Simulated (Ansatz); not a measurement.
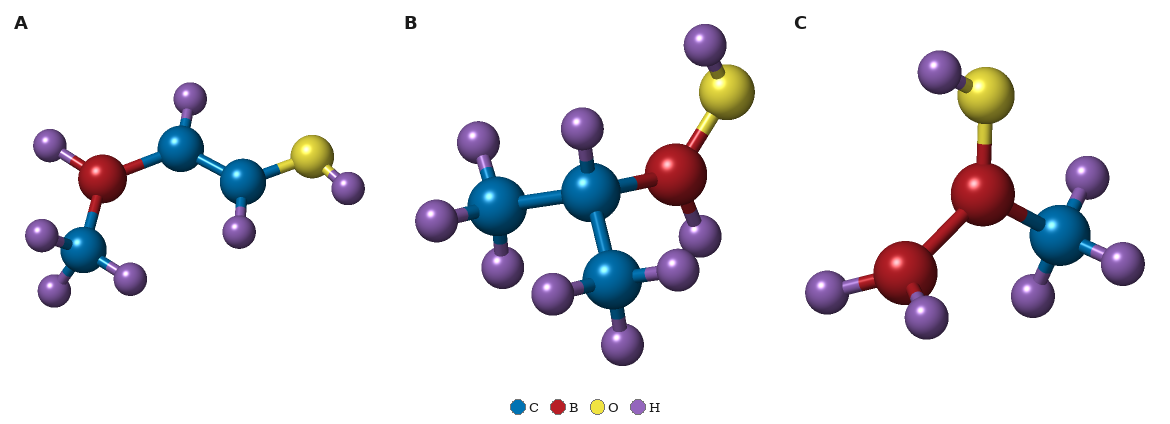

(Drawn from a calculation with Ansatz.)

Match each picture to its SMILES.
(1) BB(C)O
(2) CB/C=C/O
(3) CC(C)BO

Answer. A is (2), B is (3), C is (1).
